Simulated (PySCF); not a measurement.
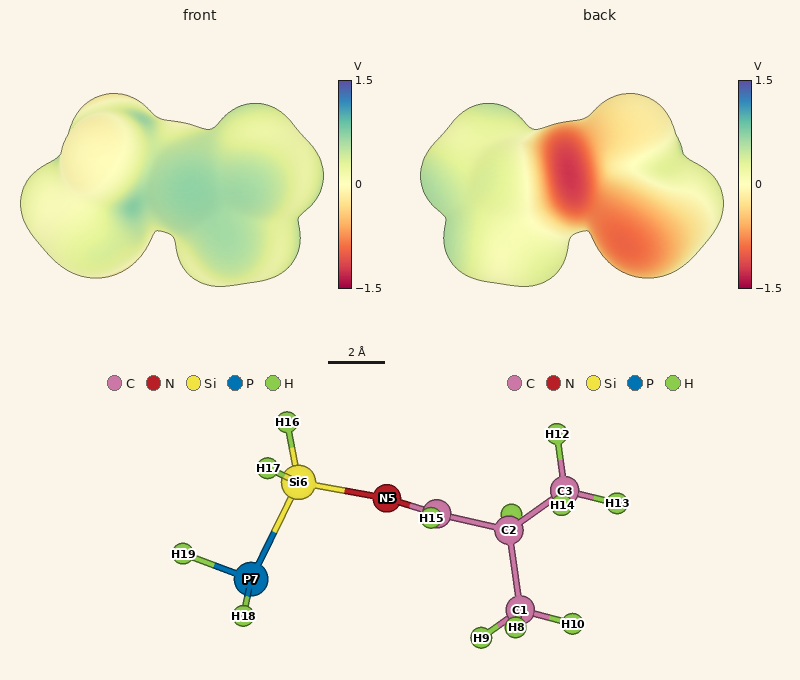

The picture shows: C₄H₁₂NPSi (SMILES CC(C)/C=N/[SiH2]P). The electrostatic potential painted on the density surface at 0.001 e/bohr³, seen from the front and from behind; red is negative and blue positive. The bare structure is drawn below in the same view.

Geometry: GFN2-xTB.

These are results of CAM-B3LYP/def2-SVPD, SCF density, gas phase in PySCF, not measurements.

Input

```
{"job": {"kind": "uv", "xc": "CAM-B3LYP", "basis": "def2-SVPD", "nstates": 8, "ntriplets": 3}, "charge": 0, "multiplicity": 1}
C     -1.600035     1.164227    -1.138711
C     -1.371097    -0.255789    -0.610114
C     -2.609335    -0.766263     0.123996
C     -0.193146    -0.223665     0.313423
N      0.923074    -0.680163    -0.021691
Si     2.501795    -0.751657     0.624674
P      3.627354     0.702384    -0.666915
H     -1.793636     1.851013    -0.316895
H     -0.723719     1.509039    -1.682004
H     -2.455487     1.178960    -1.809880
H     -1.133337    -0.914804    -1.449390
H     -2.448989    -1.778454     0.487223
H     -3.466698    -0.770585    -0.544719
H     -2.838342    -0.125529     0.973189
H     -0.384489     0.249482     1.285899
H      2.946846    -2.107998     0.313928
H      2.705499    -0.465771     2.056005
H      3.450578     1.790860     0.170664
H      4.853361     0.403965    -0.100979
```

Launched as:

```sh
OMP_NUM_THREADS=1 python probes_run.py task.json out
```

> Where is the surface potential most negative and most positive?

The most negative region (about −1.2 V) lies over N5, the most positive (about +0.7 V) over Si6 and H15. N5 is the likeliest acceptor of a hydrogen bond.

> What dipole moment does the calculation give?

Its dipole moment is 2.20 D.
